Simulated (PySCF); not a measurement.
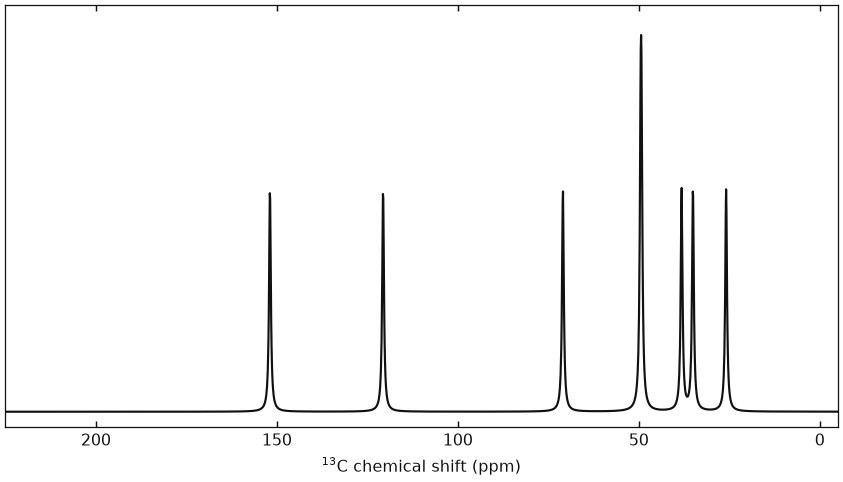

GIAO shifts, PBE0/pcSseg-1, PySCF 2.14.0, at a PBE0-D3(BJ)/def2-SVP geometry (no frequency check), against TMS for ¹³C computed at the same level. Gas phase, fully decoupled, line heights follow the number of nuclei, widths are arbitrary (no quadrupolar broadening); values of one conformer, averaged over methyl-type rotors and exact or near symmetry; other conformers aren't averaged in.

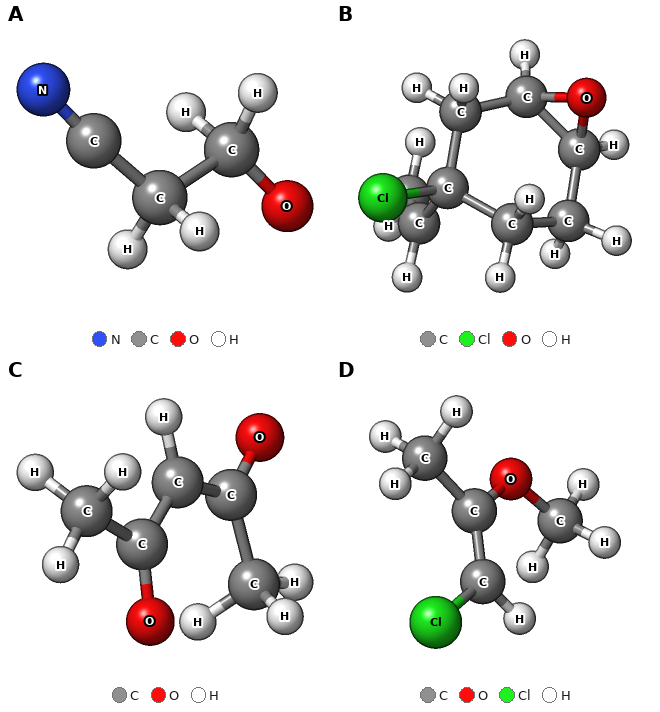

### Which molecule was computed? The candidates are drawn in the second picture. Charge and spin: A −1 singlet; B neutral singlet; C −1 singlet; D neutral singlet.

Structure B, C₈H₁₁ClO, SMILES C=C[C@@]1(Cl)CC[C@@H]2O[C@@H]2C1. Its ¹³C signals: 151.9 (1 C), 120.6 (1 C), 71.0 (1 C), 49.5 (1 C), 49.2 (1 C), 38.2 (1 C), 35.0 (1 C), 25.9 (1 C) ppm.
